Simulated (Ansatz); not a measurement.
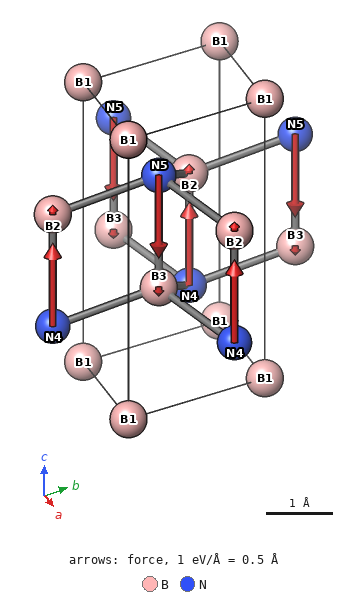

Starting geometry of crystalline B₃N₂ (built on the A-type sesquioxide_164 type) (coarse preliminary run) with the computed forces as red arrows. A ball-and-stick model of the cell of the calculation, seen slightly off an axis.

Case: anti-A-type sesquioxide type (P-3m1, No. 164).

All numbers below come from DFT PBE, scalar-relativistic, plane waves, PAW (Ansatz). Set-up: plane-wave cutoff 420 eV; k-point mesh 6 × 6 × 4; occupations gaussian; smearing width 0.1 eV; no spin polarisation; cell and atoms relaxed; force threshold 0.04 eV/Å; at most 70 steps.

Is this structure relaxed? If not, where do the atoms go?

Answer. It isn't relaxed: the largest force vector, on N atoms, is 2.71 eV/Å. The atoms end up moving mostly along the starting forces (cosine between the two patterns 0.99). The largest moves relative to the cell, 0.99 Å, are those of N4 and N5. N5 goes along −c. By element the largest moves are N 0.99 Å, B 0.29 Å. Cell: a = b 2.898 → 2.474 Å (−14.6 %), c 4.508 → 11.594 Å (+157.2 %). Volume +87.5 %. Among the contacts that change: B2–N4 1.803 → 3.933 Å, B1–N4 2.005 → 4.089 Å, B2–B3 2.123 → 4.185 Å, B1–B2 2.315 → 4.087 Å. Bonds break: B2–N4 (1.80 → 3.93 Å), B3–N5 (1.80 → 3.93 Å). Bond angles that change, for instance: N4–B3–N4 112.3° → 120.0°, B3–N4–B3 112.3° → 120.0°. The space group stays P-3m1 (No. 164). The energy falls by 2108 meV per atom in 40 accepted moves (46 points after the start). The largest force component goes from 2.7 to 0.0053 eV/Å. The pressure goes from 14.08 to 0.09 GPa. The SCF was repeated 6 times at an unchanged geometry on a basis and grid sized afresh for the cell, which shifted the energy by 206 meV per atom at most.
